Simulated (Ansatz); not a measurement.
# Frequency calculation of CH$_{3}$AlF$_{2}$S

System: CH$_{3}$AlF$_{2}$S.
Method: BHLYP/MIDI, RKS, dispersion D3(BJ) (Ansatz 0.2.0).

The geometry was optimised with BHLYP-D3(BJ)/MIDI. Figures and captions count atoms from 1; the log counts them from 0 in places.

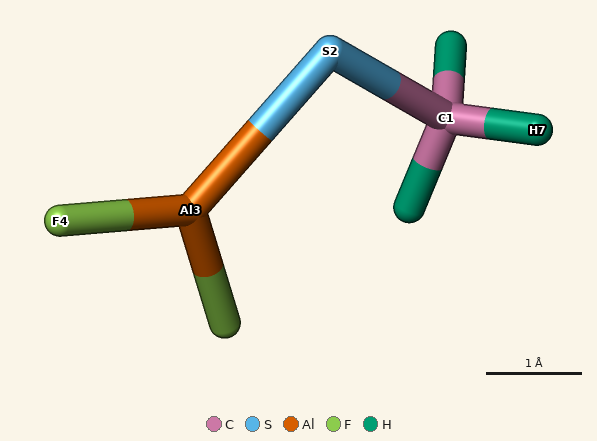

Fig. 1: The structure as given in the input (stick view, seen at a tilt; atoms are numbered from 1 in the order of the input). Sticks mark near contacts.

Results in brief:

| quantity | value |
| --- | --- |
| outcome | converged |
| total energy | −875.592579 hartree |
| SCF energy | −875.583541 hartree |
| dispersion energy | −0.009037 hartree |
| basis functions | 59 |
| largest force | 0.006 eV/Å |
| zero-point energy | 0.046850 hartree |
| dipole moment | 2.08 D |
| wavenumbers, lowest and highest | 63 and 3311 cm⁻¹ |
| hardware | 1 thread of Intel Xeon (Sapphire Rapids), 176 GiB of memory available, shared host |
| wall time | 3.1 min |
| peak memory | 0.24 GiB |

Notes on the run: dispersion at fixed coordination numbers.

Input:
```yaml
basis:
  gaussian: {orbitals: MIDI.json}
crystal:
  periodic: [false, false, false]
  atoms:
    - symbol: C
      position_ang: [-0.719348, -0.151874, 1.186930]
    - symbol: S
      position_ang: [0.507501, -1.336449, 0.233576]
    - symbol: Al
      position_ang: [0.943260, 0.064183, -1.445575]
    - symbol: F
      position_ang: [1.940269, -0.248097, -2.705206]
    - symbol: F
      position_ang: [0.178945, 1.513822, -1.369662]
    - symbol: H
      position_ang: [-1.663505, -0.677092, 1.239699]
    - symbol: H
      position_ang: [-0.288249, -0.000122, 2.167370]
    - symbol: H
      position_ang: [-0.806572, 0.778529, 0.637169]
hamiltonian: {xc: {name: BHLYP}, dispersion: d3bj}
accuracy: high
phonons: {}
```

Launched with:
```bash
ansatz run in.yaml --threads 1 --pin off --max-ram 2610MiB --events-out events.jsonl --progress --plain --runs-dir runs
```

Output:
```
Functional definition: BHLYP
  name "BHLYP"
  parameter a = 0.5
  exchange = (1 - a)*b88_x + a*exact_x
  correlation = lyp_c
1524 factors; integrals over basis functions are off by at most 2.2e-9 eV
mean field evaluation 1: about -23822.2356 eV, gradient 4.6e1 eV
mean field evaluation 2: about -23822.3334 eV, gradient 4.9e1 eV
mean field evaluation 4: about -23825.7260 eV, gradient 8.4e-1 eV
mean field evaluation 8: about -23825.8419 eV, gradient 6.8e-2 eV
mean field evaluation 16: about -23825.8419 eV, gradient 1.8e-6 eV
mean field -23825.84190242 eV, -875.5835401782 hartree, gradient 4.8e-8 eV, S^2 0.000000; 0 other end points of the search recorded, 0 dependent functions left out
the calculation of the forces begins
reference -23825.84192996 eV, -875.5835411904 hartree; 28, 28 occupied and 31, 31 virtual orbitals, 1524 factors
these checks for a lower state are left out or cut short: stability, starts, cluster_reference, orbital_swaps, neighbouring_geometries, increment
1524 factors; integrals over basis functions are off by at most 2.2e-9 eV
mean field -23825.84172983 eV, -875.5835338358 hartree, gradient 1.3e-8 eV, S^2 0.000000; 0 other end points of the search recorded, 0 dependent functions left out
[... from here on the field's lines of each further geometry are left out, up to the last ...]
the calculation of the forces begins
reference -23825.84189152 eV, -875.5835397776 hartree; 28, 28 occupied and 31, 31 virtual orbitals, 1524 factors
these checks for a lower state are left out or cut short: stability, starts, cluster_reference, orbital_swaps, neighbouring_geometries, increment
1524 factors; integrals over basis functions are off by at most 2.2e-9 eV
mean field -23825.84185333 eV, -875.5835383741 hartree, gradient 1.6e-8 eV, S^2 0.000000; 0 other end points of the search recorded, 0 dependent functions left out
the calculation of the forces begins
reference -23825.84188087 eV, -875.5835393863 hartree; 28, 28 occupied and 31, 31 virtual orbitals, 1524 factors
Total energy: -23826.08785173 eV, -875.5925786485 hartree
Atom 0 at    -0.719348    -0.151874     1.186930 Å, force    -0.001598     0.001031     0.005332 eV/Å
Atom 1 at     0.507501    -1.336449     0.233576 Å, force    -0.001879     0.002107    -0.000314 eV/Å
Atom 2 at     0.943260     0.064183    -1.445575 Å, force    -0.001794     0.002586     0.000191 eV/Å
Atom 3 at     1.940269    -0.248097    -2.705206 Å, force     0.001791    -0.001764    -0.000622 eV/Å
Atom 4 at     0.178945     1.513822    -1.369662 Å, force    -0.000286     0.001147    -0.000470 eV/Å
Atom 5 at    -1.663505    -0.677092     1.239699 Å, force     0.000487    -0.001032    -0.000067 eV/Å
Atom 6 at    -0.288249    -0.000122     2.167370 Å, force    -0.000491    -0.000360    -0.001020 eV/Å
Atom 7 at    -0.806572     0.778529     0.637169 Å, force     0.003770    -0.003715    -0.003030 eV/Å
Dipole moment:    -0.277079     0.186068     0.275623 e Å
Vibrations: 63.00 148.05 177.50 235.26 238.29 279.83 462.15 657.71 846.41 996.50 1005.93 1063.29 1430.21 1578.04 1590.56 3184.99 3296.09 3311.01 cm⁻¹, zero-point energy 1.274856 eV
```

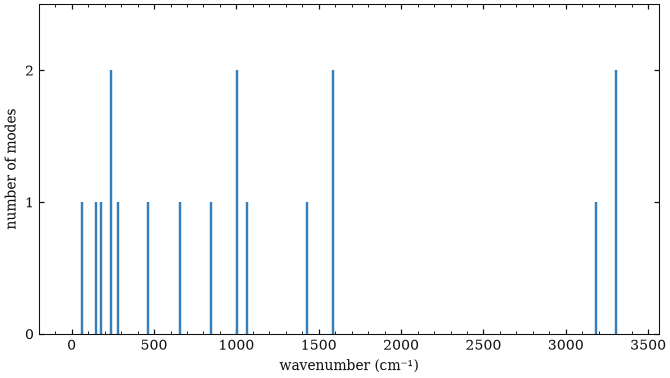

Fig. 2: Harmonic vibrational wavenumbers from the force constants; neighbouring modes closer than 15 cm⁻¹ are counted in one stick. 18 modes from 63 to 3311 cm⁻¹, none imaginary.

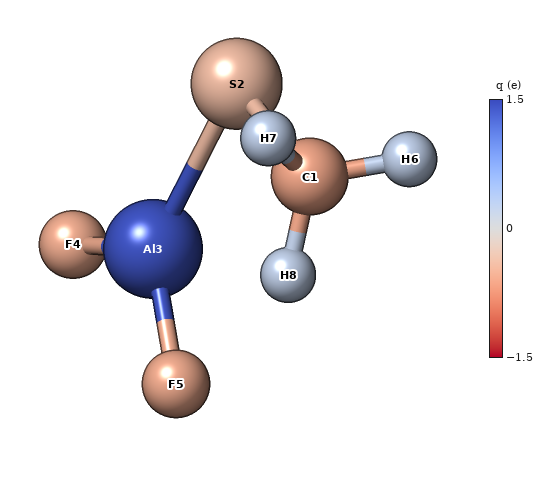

Fig. 3: Mulliken charges, as the colour of each atom (ball-and-stick view, seen at a tilt; atoms are numbered from 1 in the order of the input). By element: C −0.60, S −0.40, Al +1.41, F −0.56 to −0.55 and H +0.23 e.
